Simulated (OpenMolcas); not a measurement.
Single-point calculation, with input and output: SiH$_{3}$F (part 1 of 2)

- system: SiH$_{3}$F, multiplicity 3, SMILES F[SiH3]
- method: HF/STO-3G, ROHF (OpenMolcas 26.06)

The geometry is that of the parent species in another charge or spin state. The geometry comes from this level: PBE0-D4/def2-TZVP.

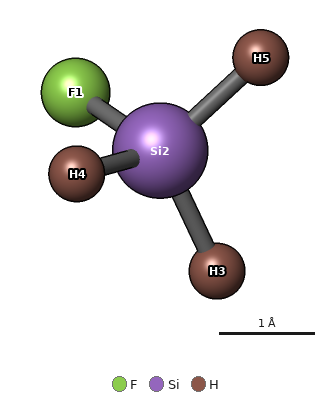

The structure as given in the input (ball-and-stick view, seen at a tilt; atoms are numbered from 1 in the order of the input). Bond lengths as drawn: F–Si 1.60 Å and H–Si 1.48 Å.

The input:
```
&gateway
  baslib=$CurrDir
  coord
  5
  bohr
  F     -2.40864492     0.30764741     1.62138501
  Si     0.08182514    -0.03647171    -0.05801459
  H     -0.69504127    -0.36396125    -2.72819761
  H      1.45244350    -2.30149745     0.85340032
  H      1.66390385     2.25519916     0.23319220
  basis=STO-3G
  group=NoSym

&seward

&scf
  uhf
  spin=3
  prorbitals=1 1

&rasscf
  fileorb=$Project.UnaOrb
  spin=3
  nactel=2 0 0
  inactive=12
  ras2=2
  outorbitals=Canonical
  orblisting=Nothing
```

Command:
```bash
export MOLCAS_MEM=1860
pymolcas step1.inp > step1.log
```

What the program printed:
```
--- Start Module: gateway ---

                                              &GATEWAY

                       available to each process: 1.9 GB of memory, 1 thread

 Basis Set     1 Label: F.STO-3G
 Basis set is read from library:.
 basistype.tbl is not found

 Basis Set     2 Label: SI.STO-3G
 Basis set is read from library:.
 basistype.tbl is not found

 Basis Set     3 Label: H.STO-3G
 Basis set is read from library:.
 basistype.tbl is not found

++    Symmetry information:
      ---------------------

                    Character Table for C1

                             E
                    a        1  x, y, xy, Rz, z, xz, Ry, yz, Rx, I
--

++    Basis set information:
      ----------------------

      Basis set label: F.STO-3G.........

      Electronic valence basis set:
      ------------------
      Associated Effective Charge   9.000000 au
      Associated Actual Charge      9.000000 au
      Nuclear Model: Point charge

      Shell  nPrim  nBasis  Cartesian Spherical Contaminant
         s       6       2        X
         p       3       1        X

      Basis set label: SI.STO-3G.........

      Electronic valence basis set:
      ------------------
      Associated Effective Charge  14.000000 au
      Associated Actual Charge     14.000000 au
      Nuclear Model: Point charge

      Shell  nPrim  nBasis  Cartesian Spherical Contaminant
         s       9       3        X
         p       6       2        X

      Basis set label: H.STO-3G.........

      Electronic valence basis set:
      ------------------
      Associated Effective Charge   1.000000 au
      Associated Actual Charge      1.000000 au
      Nuclear Model: Point charge

      Shell  nPrim  nBasis  Cartesian Spherical Contaminant
         s       3       1        X
--

++    Molecular structure info:
      -------------------------

                    ************************************************
                    **** Cartesian Coordinates / bohr, angstrom ****
                    ************************************************

     Center  Label                x              y              z                     x              y              z
        1      F1              -2.408645       0.307647       1.621385             -1.274600       0.162800       0.858000
        2      SI2              0.081825      -0.036472      -0.058015              0.043300      -0.019300      -0.030700
        3      H3              -0.695041      -0.363961      -2.728198             -0.367800      -0.192600      -1.443700
        4      H4               1.452443      -2.301497       0.853400              0.768600      -1.217900       0.451600
        5      H5               1.663904       2.255199       0.233192              0.880500       1.193400       0.123400

                    ***************************************
                    *    InterNuclear Distances / bohr    *
                    ***************************************

               1 F1            2 SI2           3 H3            4 H4            5 H5
    1 F1       0.000000
    2 SI2      3.023449        0.000000
    3 H3       4.722961        2.800116        0.000000
    4 H4       4.722864        2.799931        4.603649        0.000000
    5 H5       4.722890        2.799916        4.603743        4.603570        0.000000

                    *******************************************
                    *    InterNuclear Distances / angstrom    *
                    *******************************************

               1 F1            2 SI2           3 H3            4 H4            5 H5
    1 F1       0.000000
    2 SI2      1.599940        0.000000
    3 H3       2.499284        1.481757        0.000000
    4 H4       2.499232        1.481660        2.436146        0.000000
    5 H5       2.499246        1.481652        2.436196        2.436104        0.000000

                    **************************************
                    *    Valence Bond Angles / degree    *
                    **************************************
                          Atom centers                 Phi
                      3 H3       2 SI2      4 H4       110.59
                      3 H3       2 SI2      5 H5       110.59
                      4 H4       2 SI2      5 H5       110.59
--

            Nuclear Potential Energy             63.04280729 au

--- Stop Module: gateway /rc=_RC_ALL_IS_WELL_ ---

--- Start Module: seward ---

                                              &SEWARD

                       available to each process: 1.9 GB of memory, 1 thread

               SEWARD will generate:
                  Multipole Moment integrals up to order  2
                  Kinetic Energy integrals
                  Nuclear Attraction integrals (point charge)
                  One-Electron Hamiltonian integrals
                  Velocity integrals
                  Orbital angular momentum around ( -0.8206   0.0882   0.5505 )
                  Velocity quadrupole around ( -0.8206   0.0882   0.5505 )
                  Two-Electron Repulsion integrals

                   Integrals are discarded if absolute value <: 1.00E-14
                   Integral cutoff threshold is set to       <: 1.00E-16

            Nuclear Potential Energy             63.04280729 au

      Basis set specifications :
      Symmetry species         a
      Basis functions           17

--- Stop Module: seward /rc=_RC_ALL_IS_WELL_ ---

--- Start Module: scf ---

                                                &SCF

                       available to each process: 1.9 GB of memory, 1 thread

++    Input section:
      --------------

      Header of the integral files:

      Cartesian coordinates in angstrom:
      -----------------------------------------------------
      No.  Label        X            Y            Z
      -----------------------------------------------------
       1   F1        -1.27460000   0.16280000   0.85800000
       2   SI2        0.04330000  -0.01930000  -0.03070000
       3   H3        -0.36780000  -0.19260000  -1.44370000
       4   H4         0.76860000  -1.21790000   0.45160000
       5   H5         0.88050000   1.19340000   0.12340000
      -----------------------------------------------------
      Nuclear repulsion energy =   63.04280729
--

++    Orbital specifications:
      -----------------------

      Symmetry species               1
                                     a
      Frozen orbitals                0
      Start temperature = 0.500
      End temperature   = 0.010
      Temperature Factor= 0.460
      Deleted orbitals               0
      Total number of orbitals      17
      Number of basis functions     17
--

      Molecular charge                           0.000

++    Optimization specifications:
      ----------------------------

      SCF Algorithm: Conventional USCF
      D(i)-D(i-1) density differences are used
      Number of density matrices in core                 5
      Maximum number of NDDO SCF iterations            400
      Maximum number of HF SCF iterations              400
      Threshold for SCF energy change             1.00E-09
      Threshold for density matrix                1.00E-04
      Threshold for Fock matrix                   1.50E-04
      Threshold for linear dependence             1.00E-09
      Threshold at which DIIS is turned on        1.50E-01
      Maximum depth in the DIIS procedure                5
      Maximum depth in the BFGS Hessian update          30
      Threshold at which QNR/C2DIIS is turned on  7.50E-02
      Threshold for Norm(delta) (QNR/C2DIIS)      1.00E-03
      All orbitals punched on: UHFORB
--

      Input vectors read from INPORB
      Orbital file label: *Guess orbitals

++ Convergence information
                               UHF SCF        iterations: Energy and convergence statistics

Iter     Tot. SCF        One-elec.       Two-elec.     Energy      Max Dij or  Max Fij      DNorm      TNorm      AccCon     Time
         Energy          Energy          Energy        Change      Delta Norm                                                in Sec.
   1  -381.670944319  -660.728742632   216.014991019   0.00E+00    6.88E-02*   3.05E-01*    8.58E+00   7.11E+01   None         0.
   2  -383.823808528  -667.065053030   220.198437208  -2.15E+00*   4.23E-01*   1.90E-01*    3.75E+00   7.13E+01   EDIIS        0.
   3  -384.276807559  -660.769283473   213.449668621  -4.53E-01*   2.44E-01*   2.46E-01*    2.69E+00   7.06E+01   EDIIS        0.
   4  -384.603492047  -667.411883773   219.765584431  -3.27E-01*   4.18E-01*   1.61E-01*    3.57E+00   7.12E+01   EDIIS        0.
   5  -384.717340609  -662.374624652   214.614476748  -1.14E-01*   2.74E-01*   1.80E-01*    2.25E+00   7.07E+01   EDIIS        0.
   6  -384.800466202  -665.660073242   217.816799746  -8.31E-02*   3.20E-01*   1.24E-01*    1.31E+00   7.11E+01   EDIIS        0.
   7  -384.819143098  -663.680279046   215.818328654  -1.87E-02*   1.38E-01*   1.02E-01*    6.13E-01   7.09E+01   EDIIS        0.
   8  -384.937928115  -664.639810674   216.659075265  -1.19E-01*   4.58E-01*   1.01E-01*    1.29E+00   7.10E+01   EDIIS        0.
   9  -384.983053264  -663.739926599   215.714066041  -4.51E-02*   2.23E-01*   7.29E-02*    6.43E-01   7.09E+01   EDIIS        0.
  10  -385.001851423  -663.611302212   215.566643494  -1.88E-02*   1.51E-01*   3.87E-02*    5.03E-01   7.09E+01   EDIIS        0.
  11  -385.010480086  -663.552437924   215.499150544  -8.63E-03*   9.09E-02*   2.44E-02*    3.67E-01   7.09E+01   EDIIS        0.

       Fermi aufbau procedure completed!
      nOcc(alpha)=   14
      nOcc(beta) =   12

  12  -385.014446690  -663.536132647   215.478878662  -3.97E-03*   3.98E-02*   4.99E-02*    2.69E-01   7.09E+01   c2DIIS       0.
  13  -385.018355836  -663.542970133   215.481807003  -3.91E-03*   2.96E-02*   6.46E-03*    1.25E-01   7.09E+01   QNRc2DIIS    0.
  14  -385.018634069  -663.545290470   215.483849107  -2.78E-04*   3.64E-02*   3.40E-03*    5.42E-02   7.09E+01   QNRc2DIIS    0.
  15  -385.018767856  -663.550565150   215.488990000  -1.34E-04*   8.10E-03*   1.28E-03*    7.67E-02   7.09E+01   QNRc2DIIS    0.
  16  -385.018781055  -663.551765572   215.490177223  -1.32E-05*   1.81E-02*   1.27E-03*    2.03E-02   7.09E+01   QNRc2DIIS    0.
  17  -385.018797489  -663.552526687   215.490921905  -1.64E-05*   4.33E-04    1.32E-04     4.13E-02   7.09E+01   QNRc2DIIS    0.
  18  -385.018797557  -663.552664500   215.491059649  -6.85E-08*   2.19E-03*   1.16E-04     6.95E-04   7.09E+01   QNRc2DIIS    0.
  19  -385.018797749  -663.553013162   215.491408119  -1.92E-07*   9.60E-04    5.73E-05     2.97E-03   7.09E+01   QNRc2DIIS    0.
  20  -385.018797797  -663.552968276   215.491363185  -4.73E-08*   1.08E-03*   5.17E-05     1.07E-03   7.09E+01   QNRc2DIIS    0.
  21  -385.018797840  -663.552676532   215.491071398  -4.29E-08*   1.15E-04    2.01E-05     1.69E-03   7.09E+01   QNRc2DIIS    0.
  22  -385.018797842  -663.552689506   215.491084370  -2.23E-09*   1.59E-04    1.26E-05     2.84E-04   7.09E+01   QNRc2DIIS    0.
  23  -385.018797843  -663.552717374   215.491112236  -1.47E-09*   6.60E-06    1.71E-06     4.56E-04   7.09E+01   QNRc2DIIS    0.
  24  -385.018797843  -663.552716830   215.491111692  -1.96E-11    1.50E-05    1.13E-06     1.13E-05   7.09E+01   QNRc2DIIS    0.

       Convergence after  24 Iterations
--

 *****************************************************************************************************************************
 *                                             SCF/KS-DFT Program, Final results                                             *
 *                                                       Final Results                                                       *
 *****************************************************************************************************************************

::    Total SCF energy                               -385.0187978433
      One-electron energy                            -663.5527168296
      Two-electron energy                             215.4911116921
      Nuclear repulsion energy                         63.0428072941
      Kinetic energy (interpolated)                   380.9920384401
      Virial theorem                                    1.0105691432
      Total spin, S(S+1)                                2.0016379148
      Total spin, S                                     1.0005458723
      Max non-diagonal density matrix element           0.0000067233
      Max non-diagonal Fock matrix element              0.0000020343

      All orbitals with orbital energies smaller than  E(LUMO)+0.5 are printed

++    Molecular orbitals:
      -------------------

      Title: UHF orbitals (alpha)

      Molecular orbitals for symmetry species 1: a

          Orbital            1         2         3         4         5         6         7         8         9        10
          Energy          -67.8629  -26.1822   -5.8742   -3.9122   -3.8913   -3.8910   -1.7273   -0.8102   -0.8032   -0.7007
          Occ. No.          1.0000    1.0000    1.0000    1.0000    1.0000    1.0000    1.0000    1.0000    1.0000    1.0000

          Orbital           11        12        13        14        15        16        17
          Energy           -0.5967   -0.3914   -0.3807    0.0350    0.5518    0.5841    0.5913
          Occ. No.          1.0000    1.0000    1.0000    1.0000    0.0000    0.0000    0.0000

--

      All orbitals with orbital energies smaller than  E(LUMO)+0.5 are printed

++    Molecular orbitals:
      -------------------

      Title: UHF orbitals (beta)
```
